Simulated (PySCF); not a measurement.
# C2H7AlF2O: one change and its effect

System: C2H7AlF2O.
Method of run A: GIAO PBE0/6-31G* NMR shielding, non-relativistic, gas phase (PySCF 2.14.0).

The geometry comes from this level: PBE0-D3(BJ)/def2-SVP. Text and figures count atoms from 1; the logs count them from 0 in places.

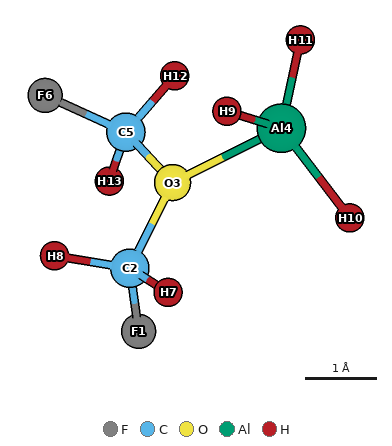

**Figure 1.** The structure (ball-and-stick view, seen at an oblique angle; atoms are numbered from 1 in the order of the input). Sticks mark near contacts. Bond lengths as drawn: Al–H 1.60 Å, Al–O 2.05 Å, C–F 1.35 Å, C–H 1.10 Å and C–O 1.41 Å.

### Input, run A
```
{"job": {"kind": "nmr", "xc": "PBE0", "basis": "6-31G*", "pop": true}, "charge": 0, "multiplicity": 1}
F     -1.580942    -1.206236    -1.266095
C     -1.200534    -0.821512    -0.034197
O     -0.069175     0.014244    -0.137139
Al     1.680637    -0.518166     0.795904
C     -0.299336     1.284343    -0.704051
F     -0.999410     2.042120     0.162824
H     -0.885996    -1.690469     0.560645
H     -2.019315    -0.264413     0.446672
H      1.181530    -0.503533     2.316771
H      1.857629    -1.953800     0.112729
H      2.525715     0.725986     0.246914
H      0.694327     1.716791    -0.880794
H     -0.879647     1.158014    -1.630574
```

The first line tells a small driver script what to run in PySCF; the rest is the geometry in Å.

Launched with:
```bash
OMP_NUM_THREADS=1 python <driver script> task.json out
```

Hardware: 1 CPU thread, shared host.

### Output (run A)
```
coarse grid: 11400 points
cycle   1  E = -597.1456367565  dE =  5.323e-01  |g| = 7.500e-01  |ddm| = 2.988e+00
cycle   2  E = -597.0752943201  dE =  7.034e-02  |g| = 1.016e+00  |ddm| = 1.041e+00
cycle   3  E = -597.2455878446  dE = -1.703e-01  |g| = 4.240e-02  |ddm| = 6.182e-01
cycle   4  E = -597.2458163590  dE = -2.285e-04  |g| = 2.626e-02  |ddm| = 4.448e-02
cycle   5  E = -597.2459285852  dE = -1.122e-04  |g| = 6.663e-03  |ddm| = 1.985e-02
cycle   6  E = -597.2459365909  dE = -8.006e-06  |g| = 1.419e-03  |ddm| = 5.366e-03
final grid: 106328 points
cycle   7  E = -597.2186409721  dE = -1.934e-05  |g| = 9.546e-03  |ddm| = 1.666e-02
cycle   8  E = -597.2186303807  dE =  1.059e-05  |g| = 1.253e-02  |ddm| = 1.308e-02
cycle   9  E = -597.2186590181  dE = -2.864e-05  |g| = 8.660e-04  |ddm| = 7.147e-03
cycle  10  E = -597.2186591822  dE = -1.642e-07  |g| = 1.944e-04  |ddm| = 8.594e-04
cycle  11  E = -597.2186591877  dE = -5.460e-09  |g| = 9.760e-05  |ddm| = 1.763e-04
cycle  12  E = -597.2186591892  dE = -1.486e-09  |g| = 1.153e-05  |ddm| = 6.328e-05
cycle  13  E = -597.2186591892  dE = -3.024e-11  |g| = 1.480e-06  |ddm| = 1.356e-05
converged SCF energy = -597.2186591892

GIAO shielding tensors (ppm)
atom      isotropic    diamagn.    paramagn.     s11        s22        s33       span
  0 F      373.373     469.598     -96.226    278.196    368.975    472.947    194.751
  1 C      100.024     242.496    -142.472     76.507     96.683    126.883     50.377
  2 O      235.270     396.252    -160.982    195.994    229.824    279.993     83.999
  3 Al     439.298     797.543    -358.245    412.530    433.985    471.378     58.847
  4 C       99.189     241.973    -142.784     75.552     97.272    124.743     49.191
  5 F      373.452     470.333     -96.881    276.669    369.834    473.854    197.185
  6 H       26.402      28.843      -2.440     21.702     27.664     29.841      8.139
  7 H       26.443      28.282      -1.839     22.414     27.237     29.678      7.264
  8 H       27.140      29.916      -2.776     23.859     26.395     31.164      7.305
  9 H       27.078      29.975      -2.897     23.654     26.577     31.003      7.349
 10 H       27.264      30.232      -2.968     23.944     26.982     30.864      6.920
 11 H       26.196      28.762      -2.567     22.029     26.894     29.664      7.635
 12 H       26.411      28.108      -1.697     22.186     27.251     29.797      7.611
```

For run B the input was changed thus:
```diff
-"basis": "6-31G*"
+"basis": "def2-SVP"
```

What does this change do to the results?

The total energy of run B is 198.0 kcal/mol higher, which measures the change of basis and not a stability. The dipole moment goes from 3.52 to 3.48 D. Of all shieldings, the largest change is that of Al4, by −14.7 ppm. The SCF takes 14 iterations against 13. The basis functions go from 102 to 123.

### Output (run B)
```
coarse grid: 11400 points
cycle   1  E = -596.7157323815  dE =  4.977e-01  |g| = 7.448e-01  |ddm| = 3.308e+00
cycle   2  E = -596.6519571700  dE =  6.378e-02  |g| = 9.883e-01  |ddm| = 1.124e+00
cycle   3  E = -596.8155344324  dE = -1.636e-01  |g| = 5.324e-02  |ddm| = 6.522e-01
cycle   4  E = -596.8159299889  dE = -3.956e-04  |g| = 2.525e-02  |ddm| = 5.027e-02
cycle   5  E = -596.8160310167  dE = -1.010e-04  |g| = 8.042e-03  |ddm| = 2.043e-02
cycle   6  E = -596.8160420516  dE = -1.103e-05  |g| = 2.031e-03  |ddm| = 6.606e-03
cycle   7  E = -596.8160429609  dE = -9.093e-07  |g| = 1.356e-04  |ddm| = 1.840e-03
final grid: 106328 points
cycle   8  E = -596.9030445890  dE = -2.246e-05  |g| = 9.460e-03  |ddm| = 1.975e-02
cycle   9  E = -596.9030305690  dE =  1.402e-05  |g| = 1.310e-02  |ddm| = 1.380e-02
cycle  10  E = -596.9030611869  dE = -3.062e-05  |g| = 8.913e-04  |ddm| = 8.075e-03
cycle  11  E = -596.9030613581  dE = -1.712e-07  |g| = 2.297e-04  |ddm| = 8.651e-04
cycle  12  E = -596.9030613659  dE = -7.778e-09  |g| = 8.263e-05  |ddm| = 1.954e-04
cycle  13  E = -596.9030613670  dE = -1.107e-09  |g| = 1.010e-05  |ddm| = 5.886e-05
cycle  14  E = -596.9030613670  dE = -2.365e-11  |g| = 1.380e-06  |ddm| = 1.173e-05
converged SCF energy = -596.9030613670

GIAO shielding tensors (ppm)
atom      isotropic    diamagn.    paramagn.     s11        s22        s33       span
  0 F      379.971     468.572     -88.600    285.800    374.359    479.754    193.954
  1 C       99.729     243.188    -143.459     75.046     96.421    127.720     52.674
  2 O      236.985     398.164    -161.179    197.149    229.870    283.937     86.788
  3 Al     424.637     794.869    -370.232    395.166    420.261    458.483     63.318
  4 C       98.787     242.739    -143.952     74.077     97.049    125.234     51.157
  5 F      379.332     469.623     -90.291    284.111    372.546    481.338    197.227
  6 H       26.012      29.839      -3.826     21.502     26.973     29.561      8.059
  7 H       26.126      29.464      -3.337     22.124     26.790     29.465      7.341
  8 H       26.862      29.873      -3.011     23.799     26.027     30.760      6.961
  9 H       26.805      29.903      -3.097     23.632     26.170     30.615      6.983
 10 H       26.969      30.164      -3.195     23.819     26.610     30.478      6.659
 11 H       25.751      29.867      -4.116     21.722     26.163     29.367      7.644
 12 H       26.096      29.125      -3.029     21.883     26.839     29.566      7.683
```

### The two runs side by side

| quantity | run A | run B |
| --- | --- | --- |
| outcome | converged | converged |
| total energy (hartree) | −597.218659 | −596.903061 |
| HOMO (eV) | −7.63 | −7.66 |
| LUMO (eV) | 0.29 | 0.26 |
| dipole moment (D) | 3.52 | 3.48 |
| shielding of F1 (ppm) | 373.4 | 380.0 |
| shielding of O3 (ppm) | 235.3 | 237.0 |
| shielding of Al4 (ppm) | 439.3 | 424.6 |
| shielding of C5 (ppm) | 99.2 | 98.8 |
| shielding of F6 (ppm) | 373.5 | 379.3 |
| shielding of H7 (ppm) | 26.4 | 26.0 |
| shielding of H12 (ppm) | 26.2 | 25.8 |
| SCF iterations | 13 | 14 |
| basis functions | 102 | 123 |
| wall time (shared host) | 9.9 s | 12 s |
